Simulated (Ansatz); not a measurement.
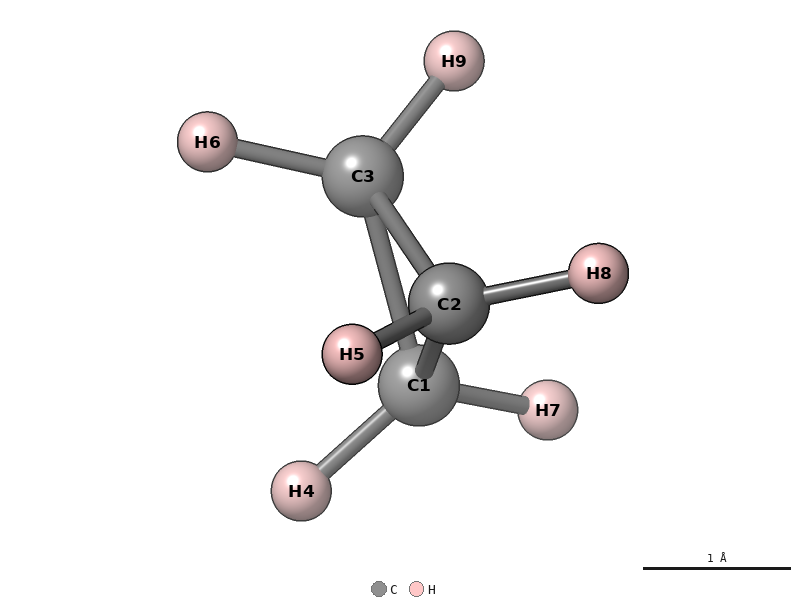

Simulated data, not a measurement (program: Ansatz).

Orthographic view. Depth is shown by fading: the farther an atom, the more it takes the colour of the background. Geometry: a fixed input geometry, not necessarily a minimum.

Write a MOL file (V2000) with the atoms in numerical order, bonds sorted by atom number with the orders drawn, and coordinates in the frame of the picture: x right, y up, z towards the viewer, origin at the mean position.

```
C3H6
                    3D

  9  9  0  0  0  0  0  0  0  0999 V2000
    0.0600   -0.6600   -0.5600 C   0  0  0  0  0  0  0  0  0  0  0  0
    0.2700   -0.1000    0.8200 C   0  0  0  0  0  0  0  0  0  0  0  0
   -0.3200    0.7700   -0.2600 C   0  0  0  0  0  0  0  0  0  0  0  0
   -0.7400   -1.3800   -0.7000 H   0  0  0  0  0  0  0  0  0  0  0  0
   -0.4000   -0.4500    1.6100 H   0  0  0  0  0  0  0  0  0  0  0  0
   -1.3800    1.0000   -0.2000 H   0  0  0  0  0  0  0  0  0  0  0  0
    0.9400   -0.8300   -1.1800 H   0  0  0  0  0  0  0  0  0  0  0  0
    1.2900    0.1000    1.1400 H   0  0  0  0  0  0  0  0  0  0  0  0
    0.3000    1.5500   -0.6700 H   0  0  0  0  0  0  0  0  0  0  0  0
  1  2  1  0
  1  3  1  0
  1  4  1  0
  1  7  1  0
  2  3  1  0
  2  5  1  0
  2  8  1  0
  3  6  1  0
  3  9  1  0
M  END
```
